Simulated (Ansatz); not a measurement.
**ClH$_{3}$Si···NH$_{2}$ (doublet): density, localisation and related maps**

```xyz
8

Si    0.0030   -0.0018   -0.1460
Cl   -0.2573    0.1682    1.9005
H     1.4589   -0.0308   -0.4255
H    -0.6324    1.1720   -0.7918
H    -0.6424   -1.2603   -0.5912
N     0.0495   -0.0327    5.5185
H    -0.4260   -0.6797    4.8730
H     0.4481    0.6650    4.8739
```

These are results of UKS PBE0/6-31G* in Ansatz 0.2.0, not measurements.

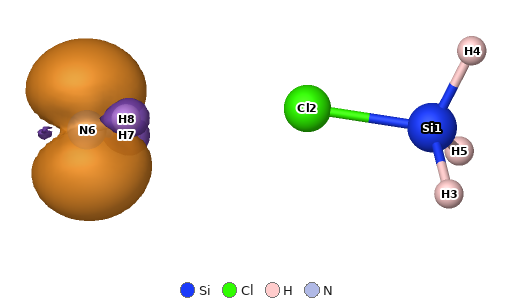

Figure 1. Isosurfaces of the spin density (α minus β) at +0.02 (orange) and −0.02 e/Å³ (purple), seen from one side.

Which atoms carry the spin?

The unpaired spin (1 electron) lies mostly on N6 (about 0.9), in electrons by Hirshfeld's partition.

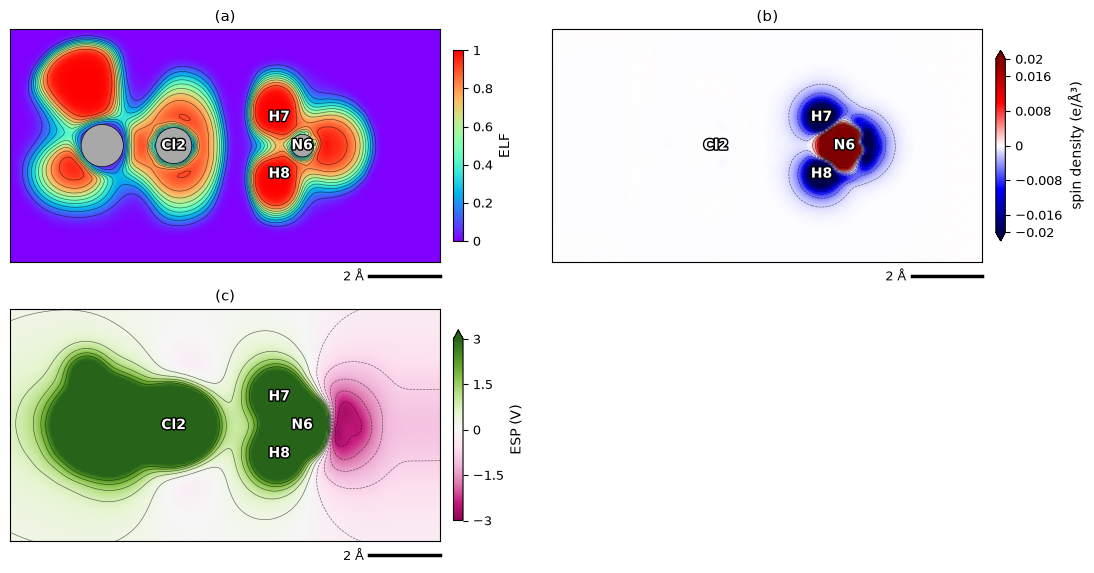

Figure 2. (a) ELF; (b) spin density (α minus β); (c) molecular electrostatic potential on the plane of atoms H7, N6 and H8. Grey discs cover the atomic cores in the ELF map.

What does the map show?

The section cuts through Cl, N and H sites. Cl2···H7 (3.10 Å): the ELF dips to about 0 between them (a non-bonded, intermolecular contact). N–H (1.03 Å): the ELF climbs to about 1 towards the hydrogen, as it does in any bond to H (an ordinary covalent bond to hydrogen). The ELF also peaks beside Cl2 and N6, away from the bonds: non-bonding electrons, paired or unpaired.

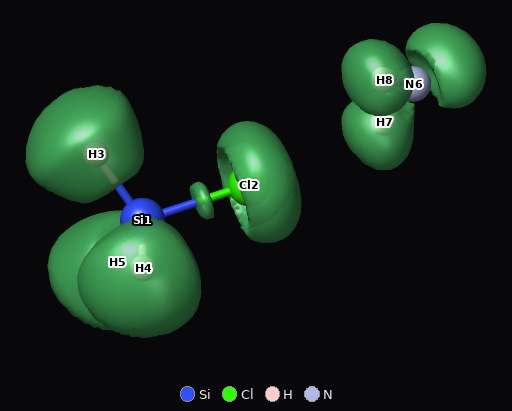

Figure 3. Isosurface of the ELF at 0.85 (green), seen at an oblique angle. Core shells and regions of very low density are left out.

Describe the localisation domains.

At this value the surface marks out one region between bonded Cl–Si atoms (shared pairs), five regions around hydrogen nuclei, one ring or bowl of non-bonding electrons around Cl and one lobe on N, pointing away from the bonds (non-bonding electrons). Profiles from the grid: Si–Cl (2.07 Å): the ELF peaks at about 0.90 between the atoms, as expected for a polar covalent bond.
